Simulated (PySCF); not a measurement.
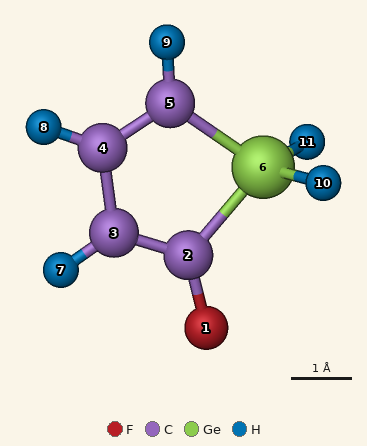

**Figure 1.** The starting structure (ball-and-stick view, seen at a tilt; atoms are numbered from 1 in the order of the input). Sticks mark near contacts. Bond lengths as drawn: C–C 1.32 to 1.49 Å, C–F 1.31 Å, C–Ge 1.95 Å, C–H 1.07 to 1.09 Å and Ge–H 1.49 to 1.51 Å.

## Geometry relaxation, with input and output: C4H5FGe

The run: geometry relaxation of C4H5FGe. Method and program: PBE0-D3(BJ)/def2-SVP geometry optimisation, gas phase (PySCF 2.14.0).

## Output
```
step   0  E = -2331.22901829  max force = 0.045284
step   1  E = -2331.23348438  max force = 0.009319
step   2  E = -2331.23361231  max force = 0.003902
step   3  E = -2331.23369320  max force = 0.001858
step   4  E = -2331.23370680  max force = 0.002270
step   5  E = -2331.23373013  max force = 0.000465
step   6  E = -2331.23373345  max force = 0.000119
optimisation converged
```

## Trajectory as extended XYZ (Å, eV, eV/Å), 7 frames, from step=0 to step=6
```
11
Properties=species:S:1:pos:R:3:forces:R:3 step=0 energy=-63435.97272
F    -2.0496    1.5158   -0.5456   -0.8759   0.4084  -0.2038
C    -0.9873    0.7992   -0.2666   -0.5896  -0.3339  -0.1338
C     0.1868    1.3461   -0.0022    2.0668  -0.0013   0.4436
C     1.3091    0.4031    0.2896   -2.3286  -0.6762  -0.5036
C     0.9939   -0.9153    0.2554    0.2516   0.4812   0.1022
Ge   -0.8891   -1.1477   -0.1834    0.7434   0.5414   0.4169
H     0.4083    2.4083    0.0204   -0.2914   0.3777  -0.0877
H     2.2742    0.7962    0.5140    0.9945   0.2934   0.2393
H     1.7402   -1.6530    0.4880    0.3687  -0.5913   0.0585
H    -1.7567   -1.7525    0.8922   -0.2416  -0.1617   0.4274
H    -1.1915   -1.8259   -1.4776   -0.0979  -0.3377  -0.7591
11
Properties=species:S:1:pos:R:3:forces:R:3 step=1 energy=-63436.09425
F    -2.2300    1.4065   -0.6225    0.2507  -0.1255   0.0653
C    -1.1301    0.7091   -0.3421   -0.0182   0.0453  -0.0102
C     0.0701    1.2650   -0.0863   -0.3242  -0.0109  -0.0791
C     1.1580    0.3192    0.2047    0.4792   0.1718   0.1441
C     0.9205   -1.0079    0.2024   -0.1668  -0.0548  -0.0385
Ge   -0.9573   -1.2479   -0.2273   -0.1324  -0.1538  -0.0846
H     0.2279    2.3463   -0.0904    0.0444   0.0225   0.0061
H     2.1577    0.7297    0.4319   -0.2449  -0.0847  -0.0709
H     1.6883   -1.7520    0.4226   -0.0260   0.0264  -0.0233
H    -1.8249   -1.8618    0.8943    0.0857   0.0599  -0.1063
H    -1.2571   -1.9574   -1.5725    0.0525   0.1039   0.1973
11
Properties=species:S:1:pos:R:3:forces:R:3 step=2 energy=-63436.09773
F    -2.2168    1.4030   -0.6182   -0.0283  -0.0495  -0.0022
C    -1.1273    0.6974   -0.3396    0.0077   0.1283  -0.0034
C     0.0668    1.2608   -0.0855    0.0327   0.0776   0.0083
C     1.1698    0.3285    0.2094   -0.1847  -0.0881  -0.0398
C     0.9099   -0.9967    0.1985    0.2007  -0.0642   0.0585
Ge   -0.9618   -1.2549   -0.2274   -0.0041   0.0510  -0.0103
H     0.2198    2.3436   -0.0926   -0.0136   0.0065  -0.0024
H     2.1639    0.7362    0.4306   -0.0500  -0.0276  -0.0158
H     1.6749   -1.7436    0.4129    0.0121  -0.0348  -0.0056
H    -1.8215   -1.8673    0.8885    0.0111   0.0000   0.0079
H    -1.2545   -1.9582   -1.5616    0.0164   0.0007   0.0049
11
Properties=species:S:1:pos:R:3:forces:R:3 step=3 energy=-63436.09993
F    -2.2231    1.3966   -0.6175   -0.0520  -0.0126  -0.0085
C    -1.1286    0.7013   -0.3387   -0.0391   0.0549  -0.0114
C     0.0628    1.2683   -0.0854    0.0425  -0.0955   0.0172
C     1.1576    0.3238    0.2069    0.0354   0.0002  -0.0017
C     0.9169   -1.0049    0.1996   -0.0455   0.0653  -0.0028
Ge   -0.9562   -1.2517   -0.2258    0.0172   0.0137   0.0160
H     0.2198    2.3508   -0.0919    0.0045  -0.0222   0.0047
H     2.1487    0.7326    0.4246    0.0694   0.0279   0.0143
H     1.6849   -1.7500    0.4114    0.0098   0.0105  -0.0051
H    -1.8131   -1.8645    0.8884   -0.0293  -0.0143   0.0391
H    -1.2466   -1.9535   -1.5567   -0.0129  -0.0279  -0.0618
11
Properties=species:S:1:pos:R:3:forces:R:3 step=4 energy=-63436.10030
F    -2.2347    1.3891   -0.6176    0.0715   0.0285   0.0190
C    -1.1329    0.7039   -0.3386    0.0142  -0.1167   0.0057
C     0.0626    1.2635   -0.0845   -0.0454   0.0980  -0.0141
C     1.1628    0.3257    0.2066   -0.0196  -0.0105  -0.0046
C     0.9192   -1.0018    0.1994   -0.0246  -0.0051  -0.0002
Ge   -0.9559   -1.2495   -0.2256   -0.0112  -0.0153  -0.0014
H     0.2200    2.3455   -0.0899    0.0105   0.0126   0.0041
H     2.1553    0.7364    0.4238   -0.0027   0.0108  -0.0033
H     1.6875   -1.7471    0.4100    0.0008   0.0031  -0.0069
H    -1.8137   -1.8635    0.8914    0.0032  -0.0021   0.0012
H    -1.2469   -1.9532   -1.5600    0.0034  -0.0033   0.0005
11
Properties=species:S:1:pos:R:3:forces:R:3 step=5 energy=-63436.10093
F    -2.2285    1.3931   -0.6145   -0.0027  -0.0116   0.0041
C    -1.1315    0.6999   -0.3373    0.0031   0.0239  -0.0022
C     0.0615    1.2656   -0.0843   -0.0110  -0.0084  -0.0028
C     1.1616    0.3275    0.2054    0.0090   0.0059   0.0039
C     0.9177   -1.0000    0.1982    0.0113  -0.0128   0.0063
Ge   -0.9565   -1.2536   -0.2254   -0.0077  -0.0063  -0.0055
H     0.2171    2.3480   -0.0895   -0.0029   0.0009   0.0010
H     2.1545    0.7389    0.4221   -0.0172  -0.0074  -0.0066
H     1.6876   -1.7440    0.4079    0.0004  -0.0010  -0.0062
H    -1.8134   -1.8684    0.8930    0.0113   0.0070  -0.0112
H    -1.2470   -1.9581   -1.5608    0.0063   0.0097   0.0193
11
Properties=species:S:1:pos:R:3:forces:R:3 step=6 energy=-63436.10102
F    -2.2315    1.3898   -0.6122   -0.0061  -0.0002   0.0021
C    -1.1328    0.6993   -0.3364   -0.0022   0.0017  -0.0017
C     0.0596    1.2659   -0.0840    0.0050  -0.0038   0.0021
C     1.1608    0.3284    0.2046   -0.0033  -0.0016  -0.0024
C     0.9193   -0.9997    0.1973   -0.0004   0.0041   0.0029
Ge   -0.9550   -1.2538   -0.2248    0.0024   0.0014   0.0011
H     0.2144    2.3484   -0.0889   -0.0017  -0.0009   0.0016
H     2.1530    0.7407    0.4197    0.0054   0.0032  -0.0008
H     1.6901   -1.7431    0.4051    0.0026   0.0008  -0.0043
H    -1.8098   -1.8691    0.8932   -0.0012  -0.0017   0.0043
H    -1.2450   -1.9578   -1.5587   -0.0003  -0.0030  -0.0049
```

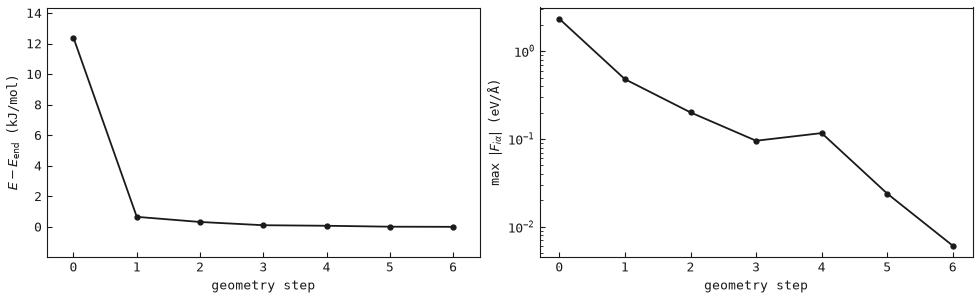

**Figure 2.** Progress of the relaxation, step by step (steps are counted from 0).

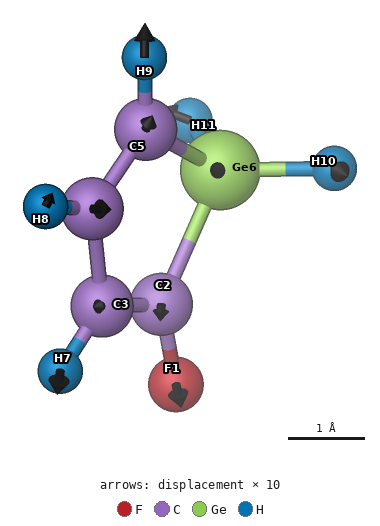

**Figure 3.** The starting structure with the displacements as black arrows, magnified 10 times (ball-and-stick view, seen at a tilt). The two geometries are laid on each other by the best rigid fit. The largest move after the best rigid fit is that of H11, 0.047 Å. By element the largest moves are H 0.047 Å, F 0.037 Å, C 0.034 Å, Ge 0.024 Å. Among the contacts that change: Ge6–H11 1.492 → 1.536 Å, C4–H8 1.066 → 1.096 Å, Ge6–H10 1.508 → 1.536 Å, C2–C3 1.322 → 1.344 Å. Among the angles that change: C4–C3–H7 117.4° → 121.6°, C3–C4–C5 115.7° → 119.4°, C2–C3–H7 126.2° → 122.8°. The energy falls by 12.4 kJ/mol in 6 geometry steps. The largest force component goes from 2.3 to 0.0061 eV/Å. (Atoms are counted from 1 in the order of the input.)

This output came from the following input.

## Input
```
{"job": {"xc": "PBE0", "basis": "def2-SVP", "d3": "d3bj", "grid": 1, "shake": 0.01, "kind": "geom"}, "charge": 0, "multiplicity": 1}
F     -2.049630     1.515840    -0.545590
C     -0.987350     0.799150    -0.266590
C      0.186830     1.346070    -0.002150
C      1.309050     0.403090     0.289610
C      0.993880    -0.915300     0.255410
Ge    -0.889150    -1.147740    -0.183370
H      0.408250     2.408270     0.020360
H      2.274200     0.796200     0.513970
H      1.740220    -1.653010     0.488030
H     -1.756660    -1.752480     0.892230
H     -1.191530    -1.825950    -1.477590
```

The first line tells a small driver script what to run in PySCF; the rest is the geometry in Å.

Command:
```bash
OMP_NUM_THREADS=1 python <driver script> task.json out
```

## Results in brief

- outcome: converged
- total energy: −2331.233733 hartree
- dipole moment: 1.23 D
- point group: Cs
- hardware: 1 CPU thread, shared host
- wall time: 83 s
- peak memory: 0.53 GiB
